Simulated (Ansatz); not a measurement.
**KF (SMILES [F][K]) at CCSDT(Q)/STO-3G**

Aim: the electronic atomisation energy of KF at CCSDT(Q)/STO-3G, from 3 runs. 

Program for the calculation: Ansatz 0.2.0.

29 further runs of the same task are left out: 5 that didn't finish, 24 set aside as unsound or not needed.

## Step 1: The system as given

The species is KF (2 atoms), meant as a singlet with charge 0. As SMILES, `[F][K]`. The shape is that of a PBE0-D4/def2-TZVP optimisation.

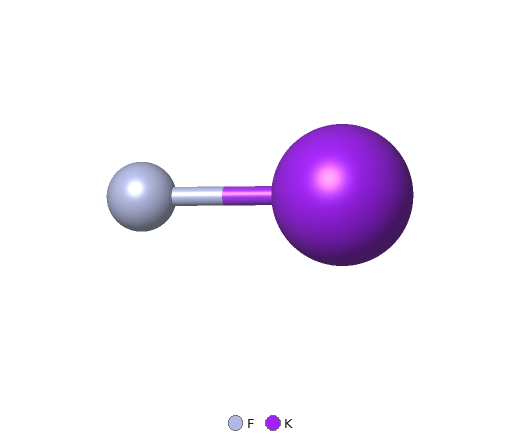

Viewed from a chosen angle; fluorine light blue, potassium purple.

## Step 2: The energy at CCSDT(Q)/STO-3G

Input file job.yaml:

```yaml
crystal:
  periodic: [false, false, false]
  atoms:
    - symbol: F
      position_ang: [0.946100, -0.362400, 0.470400]
    - symbol: K
      position_ang: [-0.916600, 0.302200, -0.466300]
basis:
  gaussian: {orbitals: STO-3G}
correlation: {method: ccsdt_q, frozen_orbitals: {F: 1, K: 5}}
accuracy: high
scf: {omitted_lower_state_checks: [cluster_reference, increment]}
```

Run with:

```console
$ ansatz run job.yaml --threads 1 --pin off --max-ram 2610MiB --events-out events.jsonl --progress --plain --runs-dir runs
```

The log of the run:

```text
Warning: RAYON_NUM_THREADS=1 ignored (pool sized by the plan → 1); use --threads N
[... 12 lines left out ...]
6 core orbitals not correlated: weight in the atoms' cores, before any rotation towards them, 1.000 or more for the frozen orbitals, at most 0.000 for the correlated occupied ones
[... 34 lines left out ...]
Total energy: -18806.07334344 eV, -691.1104481571 hartree
Checks for a lower state left out: cluster_reference, increment
```

Wall time 0.79 s (1 thread of Arm Neoverse V1, shared host).

## Step 3: The F atom, same level

Input file run.yaml:

```yaml
crystal:
  periodic: [false, false, false]
  atoms:
    - {symbol: F, position_ang: [0.000000, 0.000000, 0.000000]}
basis:
  gaussian:
    orbitals: STO-3G
correlation:
  method: ccsdt_q
  frozen_orbitals: {F: 1}
magnetization:
  spin_polarized: true
  initial_magnetization: 1
total_charge: 0
scf:
  omitted_lower_state_checks: [cluster_reference, increment]
accuracy: high
```

Run the same way, it converges to -97.98651 Eh (log not shown).

## Step 4: The K atom at the same level

Input file input.yaml:

```yaml
crystal:
  periodic: [false, false, false]
  atoms:
    - {symbol: K, position_ang: [0.000000, 0.000000, 0.000000]}
basis:
  gaussian: {orbitals: STO-3G}
magnetization: {spin_polarized: true, initial_magnetization: 1}
correlation: {method: ccsdt_q, frozen_orbitals: {K: 5}}
accuracy: high
scf: {omitted_lower_state_checks: [cluster_reference, increment]}
```

Run the same way, it converges to -593.09275 Eh (log not shown).

## Step 5: What came out

Level: CCSDT(Q)/STO-3G, 6 core orbitals frozen.

| quantity | value |
| --- | --- |
| molecule: total energy | -691.11045 Eh |
| molecule: correlation energy (6 core orbitals frozen) | -77.9 mEh |
| molecule: T1 diagnostic | 0.053 |
| F atom: total energy | -97.98651 Eh |
| F atom: correlation energy (1 core orbital frozen) | 0.0 mEh |
| F atom: ⟨S²⟩ of the reference determinant | 0.750 |
| F atom: T1 diagnostic | 0.000 |
| K atom: total energy | -593.09275 Eh |
| K atom: correlation energy (5 core orbitals frozen) | -15.0 mEh |
| K atom: ⟨S²⟩ of the reference determinant | 0.751 |
| K atom: T1 diagnostic | 0.004 |
| electronic atomisation energy | 0.849 eV |

What this shows: Taking the molecule apart into free atoms costs 0.85 eV (81.9 kJ/mol), before zero-point energy and without spin-orbit coupling. In a minimal basis such a difference can be off by several eV, whatever the method. The T1 diagnostic (molecule) of 0.053 is above the customary mark for such species, so a single reference may not serve. The restricted solution (molecule) is unstable to spin breaking: an unrestricted one lies lower.
